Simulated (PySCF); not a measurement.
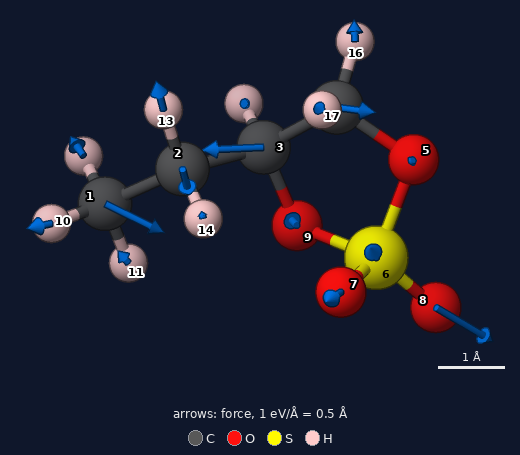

Starting geometry of C4H8O4S with the computed forces as blue arrows. The picture is a ball-and-stick view, seen at a tilt.

The start comes from GFN2-xTB. Its atoms were then displaced at random by about 0.01 Å.

Computed with PySCF, PBE0-D3(BJ)/def2-SVP geometry optimisation, gas phase. 

Q: What follows when this structure is relaxed?

A: It isn't relaxed: the largest force vector, on an O atom, is 2.60 eV/Å. The final displacements have little in common with the starting forces (cosine between the two patterns 0.11). An O atom moves most after the best rigid fit: 0.38 Å. Largest moves by element: O 0.38 Å, H 0.24 Å, S 0.14 Å, C 0.11 Å. Near-neighbour distances that change, for instance: C–C 1.514 → 1.550 Å, O–S 1.587 → 1.620 Å, C–H 1.072 → 1.104 Å, O–S 1.399 → 1.431 Å. Among the angles between lasting bonds that change: C–O–S 107.0° → 110.8°, H–C–H 110.9° → 107.8°, C–C–H 107.5° → 110.6°. The energy falls by 0.263 eV in 16 geometry steps. Cost: 4.7 min on 1 thread of Intel(R) Xeon(R) Platinum 8259CL CPU @ 2.50GHz, with other jobs on the host.
